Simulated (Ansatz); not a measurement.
# H₄Sn···NH₃: what the fields show

| atom | x (Å) | y (Å) | z (Å) |
| --- | --- | --- | --- |
| Sn | 0.3414 | 0.0372 | -0.0937 |
| H | 0.5355 | -0.1166 | 1.6125 |
| H | 1.9017 | 0.0777 | -0.8355 |
| H | -0.4936 | 1.5004 | -0.4613 |
| H | -0.5383 | -1.3118 | -0.7097 |
| N | -2.9373 | -0.0543 | 1.4836 |
| H | -2.8548 | -0.7156 | 0.7005 |
| H | -2.7077 | 0.8711 | 1.0988 |
| H | -2.1755 | -0.2881 | 2.1334 |

Core potentials replace the inner electrons of Sn.

Level of theory: RKS PBE-D4/def2-SVP (Ansatz).

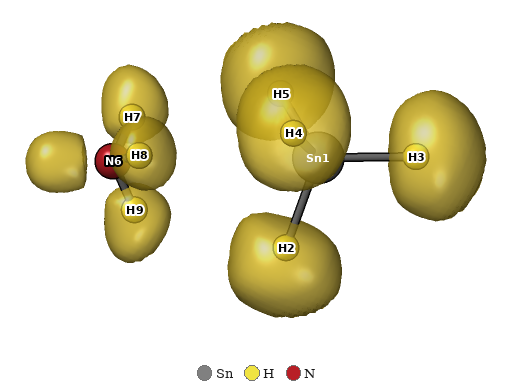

Figure 1. Isosurface of the electron localisation function at 0.9 (yellow), seen at a tilt. Only the valence region is drawn (cores and ρ < 0.01 e/Å³ removed).

### Describe the localisation domains.

The surface consists of seven regions around hydrogen nuclei and one lobe on N, pointing away from the bonds (lone pairs). Profiles from the grid: Sn1···N6 (3.64 Å): the ELF dips to about 0.05 between them; a non-bonded, intermolecular contact. N–H (1.03 Å): the ELF climbs to about 1 towards the hydrogen, as it does in any bond to H; a covalent bond by its length.

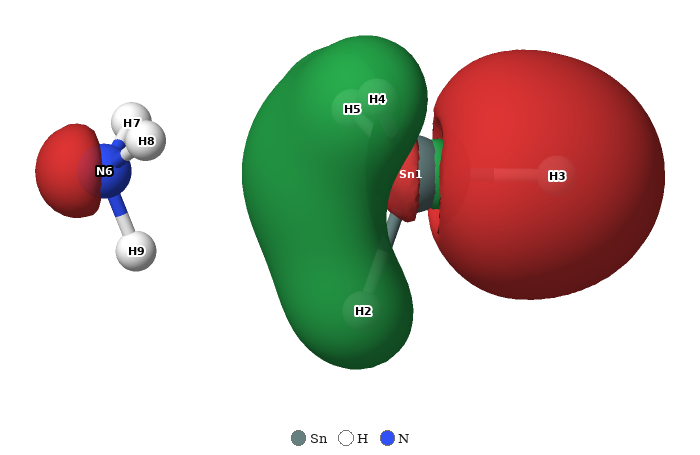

Figure 2. The HOMO−1 at ±0.08 Å⁻³ᐟ² (green and red are the two phases), seen across its widest extent.

### What is the character of this orbital?

By Hirshfeld shares it lies mainly on Sn1 (about 45 %) and H3 (about 40 %). Its energy is −7.96 eV.
